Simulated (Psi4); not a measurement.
**GaNH3 (SMILES [NH2][GaH]) at UMP3/def2-TZVP**

Aim: the vertical ionisation energy of GaNH3 at UMP3/def2-TZVP, from 2 runs. 

The results are computed with Psi4 1.11.

## Step 1: The molecule

GaNH3: 5 atoms, total charge 0, spin state doublet. SMILES: `[NH2][GaH]`. Geometry: relaxed at PBE0-D4/def2-TZVP. This is one conformer, not always the lowest.

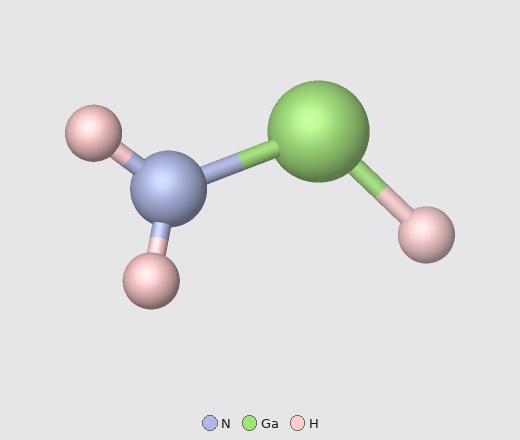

The structure, seen from a chosen angle (nitrogen light blue, gallium green, hydrogen pink).

## Step 2: The energy at UMP3/def2-TZVP

Contents of calc.dat:

```
memory 2200 mb

molecule molecule1 {
  0 2
  N
  Ga 1 R2
  H 1 R3 2 A3
  H 1 R4 3 A4 2 D4
  H 2 R5 1 A5 4 D5

  R2 = 1.825229
  R3 = 1.008068
  A3 = 123.79517
  R4 = 1.005722
  A4 = 111.8966
  D4 = -179.99973
  R5 = 1.594126
  A5 = 116.86458
  D5 = -179.93664
  symmetry c1
}

set basis def2-TZVP
set reference uhf
set puream true
set e_convergence 1e-09
set d_convergence 1e-08
set scf_type pk
set num_frozen_docc 10
set maxiter 100
set mp_type conv

e_tot, wfn = energy('mp3', return_wfn=True)
print_variables()
```

Launch:

```
$ psi4 -n 1 calc.dat calc.out
```

calc.out, cut to the lines that bear on the results:

```text
[...]
  Running in c1 symmetry.
[...]
  Nuclear repulsion =   95.419932275568016
[...]
  Multiplicity = 2
[...]
  Nalpha       = 21
  Nbeta        = 20
[...]
    Number of basis functions: 97
[...]
   @UHF iter   1: -1977.82983041365742   -2.97228e+00   3.04336e-02 DIIS/ADIIS
[...]
   @UHF iter  16: -1979.45104838448947   -3.18323e-12   4.34962e-09 DIIS
[...]
   @S^2 Observed:                7.568445924E-01
[...]
    Orbital Energies [Eh]
    ---------------------
    Alpha Occupied:
       1A   -378.804581     2A    -48.156026     3A    -42.484211
       4A    -42.483295     5A    -42.481006     6A    -15.528072
       7A     -6.386565     8A     -4.480291     9A     -4.478729
      10A     -4.473244    11A     -1.200811    12A     -1.190101
      13A     -1.190035    14A     -1.187609    15A     -1.183783
      16A     -1.090366    17A     -0.639561    18A     -0.609119
      19A     -0.476835    20A     -0.391121    21A     -0.303058
    Alpha Virtual:
      22A      0.058121    23A      0.114634    24A      0.171062
      25A      0.196181    26A      0.212127    27A      0.277450
[...]
  @UHF Final Energy: -1979.45104838448947
   => Energetics <=
    Nuclear Repulsion Energy =             95.4199322755680157
    One-Electron Energy =               -2951.7071457781312347
    Two-Electron Energy =                 876.8361651180737226
    Total Energy =                      -1979.4510483844894679
  UHF NO Occupations:
  HONO-2 :   19  A 1.9994337
  HONO-1 :   20  A 1.9974908
[...]
 Multipole Moments:
 ------------------------------------------------------------------------------------
     Multipole            Electronic (a.u.)      Nuclear  (a.u.)        Total (a.u.)
 ------------------------------------------------------------------------------------
 L = 1.  Multiply by 2.5417464519 to convert [e a0] to [Debye]
 Dipole X            :          0.0018677           -0.0015462            0.0003215
 Dipole Y            :         -1.5399877            1.4022863           -0.1377015
 Dipole Z            :          4.7915201           -5.0867285           -0.2952084
 Magnitude           :                                                    0.3257450
[...]
	SCS-MP2 Total Energy (a.u.)        : -1979.85395303051769
	SOS-MP2 Total Energy (a.u.)        : -1979.84576439356465
[...]
	SOS-PI-MP2 Total Energy (a.u.)     : -1979.87612716349349
[...]
	MP2 Total Energy (a.u.)            : -1979.87033030442376
[...]
	SCS-MP3 Total Energy (a.u.)        : -1979.85332947228562
[...]
	MP3 Total Energy (a.u.)            : -1979.86783607149573
[...]
```

It took 22 s on 1 thread of Intel Xeon Platinum 8259CL at 2.50GHz (Skylake/Cascade Lake), shared host; peak memory 0.79 GiB.

## Step 3: The singlet cation, same level

Contents of gah3n.xyz:

```xyz
5
GaH3N
N     -0.211900    -0.684000     0.064700
Ga     0.815500     0.782900     0.417000
H     -0.946800    -0.701300    -0.625100
H     -0.115200    -1.569300     0.532000
H      0.508200     2.097900    -0.430100
```

Contents of gah3n_ase.py:

```python
import numpy as np
from ase.calculators.psi4 import Psi4
from ase.io import read

mol = read('gah3n.xyz')
calc = Psi4(atoms=mol, method='mp3', basis='def2-TZVP', memory='2200MB', num_threads=1, charge=1, multiplicity=1, label='calc', reference='rhf')
calc.psi4.set_options({'puream': True, 'e_convergence': 1e-09, 'd_convergence': 1e-08, 'scf_type': 'pk', 'num_frozen_docc': 10, 'mp_type': 'conv'})
mol.calc = calc

print(f'energy: {mol.get_potential_energy():.6f} eV')
```

Launch:

```
$ python gah3n_ase.py
```

calc.dat, cut to the lines that bear on the results:

```text
[...]
  Running in c1 symmetry.
[...]
  Nuclear repulsion =   95.419926874908640
[...]
  Multiplicity = 1
[...]
  Nalpha       = 20
  Nbeta        = 20
[...]
    Number of basis functions: 97
[...]
   @RHF iter   1: -1977.78683400195769   -2.92928e+00   2.93081e-02 ADIIS/DIIS
[...]
   @RHF iter  12: -1979.16984120902589   -4.77485e-12   4.35419e-09 DIIS
[...]
    Orbital Energies [Eh]
    ---------------------
    Doubly Occupied:
       1A   -379.115009     2A    -48.464644     3A    -42.793364
       4A    -42.792728     5A    -42.789304     6A    -15.754824
       7A     -6.692797     8A     -4.786405     9A     -4.786361
      10A     -4.779401    11A     -1.500741    12A     -1.500055
      13A     -1.498798    14A     -1.491070    15A     -1.489525
      16A     -1.310565    17A     -0.851825    18A     -0.826749
      19A     -0.699578    20A     -0.609634
[...]
  @RHF Final Energy: -1979.16984120902589
   => Energetics <=
    Nuclear Repulsion Energy =             95.4199268749086400
    One-Electron Energy =               -2940.1127851017031389
    Two-Electron Energy =                 865.5230170177687796
    Total Energy =                      -1979.1698412090258898
[...]
 Multipole Moments:
 ------------------------------------------------------------------------------------
     Multipole            Electronic (a.u.)      Nuclear  (a.u.)        Total (a.u.)
 ------------------------------------------------------------------------------------
 L = 1.  Multiply by 2.5417464519 to convert [e a0] to [Debye]
 Dipole X            :          4.1398378           -3.5661113            0.5737265
 Dipole Y            :          3.4436369           -3.3622894            0.0813474
 Dipole Z            :          2.4633192           -1.9542468            0.5090724
 Magnitude           :                                                    0.7713198
[...]
	SCS-MP2 Total Energy (a.u.)        : -1979.56858071201486
	SOS-MP2 Total Energy (a.u.)        : -1979.56154644569369
[...]
	SOS-PI-MP2 Total Energy (a.u.)     : -1979.59167761774506
[...]
	MP2 Total Energy (a.u.)            : -1979.58264924465720
[...]
	SCS-MP3 Total Energy (a.u.)        : -1979.56774394858121
[...]
	MP3 Total Energy (a.u.)            : -1979.57930219092304
[...]
```

The script printed:

```text
energy: -53867.096558 eV
```

It took 13 s on 1 thread of Intel Xeon Platinum 8259CL at 2.50GHz (Skylake/Cascade Lake), shared host; peak memory 0.75 GiB.

## Step 4: Results

At UMP3/def2-TZVP, 10 core orbitals frozen:

| quantity | value |
| --- | --- |
| doublet GaNH3: total energy | -1979.86784 Eh |
| doublet GaNH3: HOMO energy (Hartree–Fock orbitals) (highest over α and β) | -8.25 eV |
| doublet GaNH3: LUMO energy (Hartree–Fock orbitals) (lowest over α and β) | 1.24 eV |
| doublet GaNH3: correlation energy (10 core orbitals frozen) | -416.8 mEh |
| doublet GaNH3: ⟨S²⟩ of the reference determinant | 0.757 |
| singlet cation: total energy | -1979.57930 Eh |
| singlet cation: HOMO energy (Hartree–Fock orbitals) | -16.59 eV |
| singlet cation: LUMO energy (Hartree–Fock orbitals) | -7.05 eV |
| singlet cation: HOMO–LUMO gap (Hartree–Fock orbitals) | 9.54 eV |
| singlet cation: correlation energy (10 core orbitals frozen) | -409.5 mEh |
| vertical ionisation energy (to the singlet cation) | 7.851 eV |

**Reading.** Removing an electron at fixed nuclei costs 7.85 eV (181 kcal/mol). Only the singlet of the ionised species was computed; a triplet could lie lower.
